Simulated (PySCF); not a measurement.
## Electronic structure of C$_{2}$H$_{5}$F$_{3}$Si (SiEtF3) in real space

```yaml
atoms:
  - { symbol: Si, position_ang: [-0.4724, -0.4067, -1.2771] }
  - { symbol: C, position_ang: [-0.1887, -0.4408, 0.5389] }
  - { symbol: C, position_ang: [0.6670, 0.7211, 1.0439] }
  - { symbol: H, position_ang: [0.2776, -1.4112, 0.7815] }
  - { symbol: H, position_ang: [-1.1767, -0.4504, 1.0302] }
  - { symbol: H, position_ang: [0.8101, 0.6653, 2.1330] }
  - { symbol: H, position_ang: [1.6632, 0.7177, 0.5762] }
  - { symbol: H, position_ang: [0.1997, 1.6918, 0.8189] }
  - { symbol: F, position_ang: [0.9095, -0.4224, -2.0960] }
  - { symbol: F, position_ang: [-1.2591, 0.9151, -1.7389] }
  - { symbol: F, position_ang: [-1.3321, -1.6648, -1.7800] }
```

Geometry: PBE0-D3(BJ)/def2-SVP.

Method: PySCF, B3LYP/def2-SVPD, SCF density, gas phase.

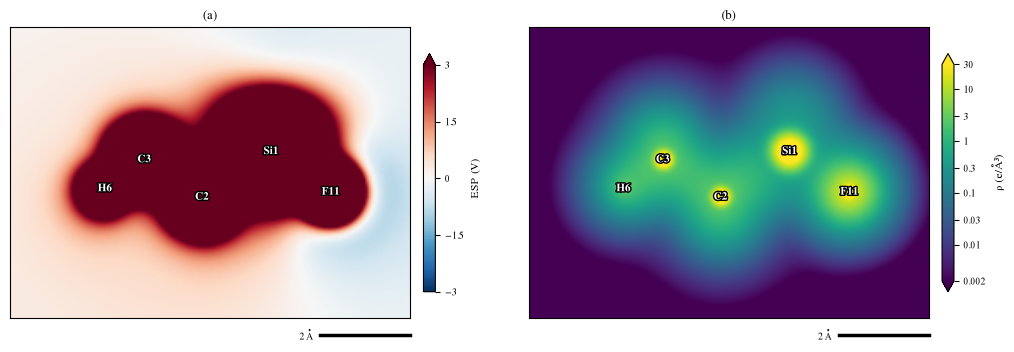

Figure 1. (a) electrostatic potential; (b) electron density on the plane of atoms Si1, C2 and C3.

**Interpret the plot.**

- Atoms in the plane: Si, C, H and F.
- C–C (1.53 Å): ρ at the midpoint is about 1.6 e/Å³.
- Si–F (1.60 Å): ρ at the midpoint is about 1.1 e/Å³.
- C–Si (1.84 Å): ρ at the midpoint is about 1.1 e/Å³.
- C–H (1.10 Å): the density is about 1.9 e/Å³ at the midpoint.
- Outside the dense part of the molecule the potential is most negative (−0.8 V) near F11.

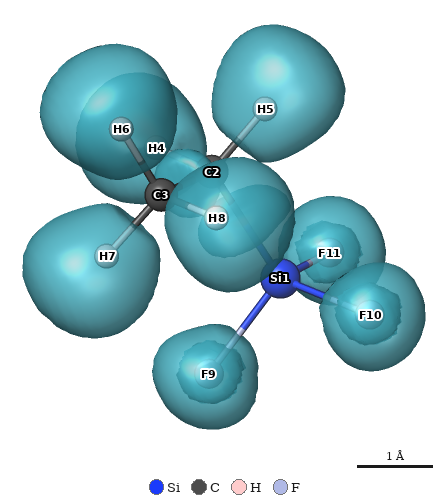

Figure 2. Isosurface of the ELF at 0.8 (cyan), seen at an oblique angle. Only the valence region is drawn (cores and ρ < 0.01 e/Å³ removed).

**Describe the localisation domains.**

The ELF exceeds this value in one region between bonded C–C atoms (shared pairs), one region between bonded C–Si atoms (shared pairs), five regions around hydrogen nuclei and three regions wrapped around F (its lone pairs, merged into a ring or cap). Profiles from the grid: C–C (1.53 Å): the ELF peaks at about 0.95 between the atoms (a covalent bond). Si–F (1.60 Å): the ELF peaks at about 0.85 in the valence shell of F, 0.6 Å from its nucleus, and is about 0.50 at the midpoint.

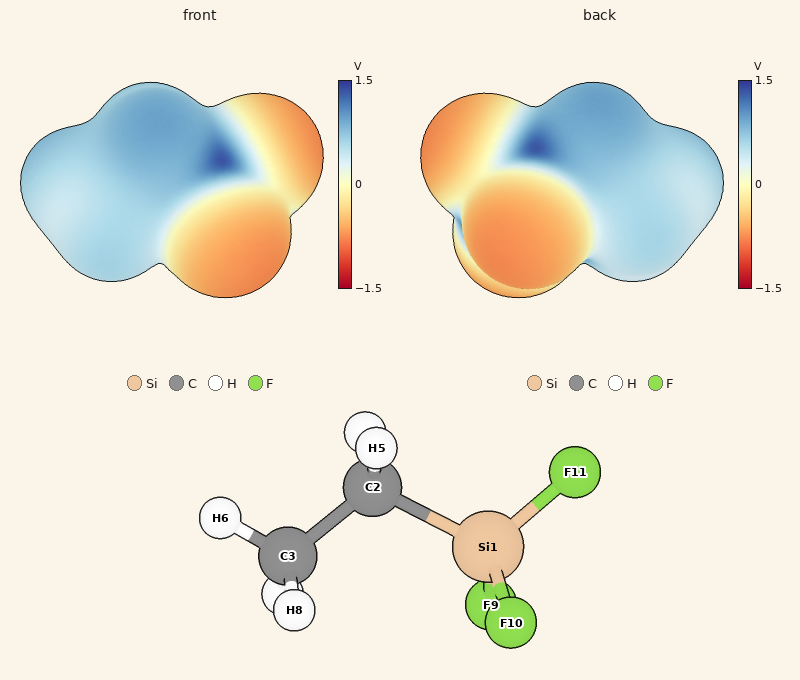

Figure 3. The electrostatic potential painted on the density surface at 0.001 e/bohr³, seen from the front and from behind; red is negative and blue positive. The bare structure is drawn below in the same view.

**Where is the surface potential most negative and most positive?**

The most negative region (about −0.8 V) lies over F9, F10 and F11, the most positive (about +1.3 V) over Si1.

**What dipole moment does the calculation give?**

Its dipole moment is 2.85 D.
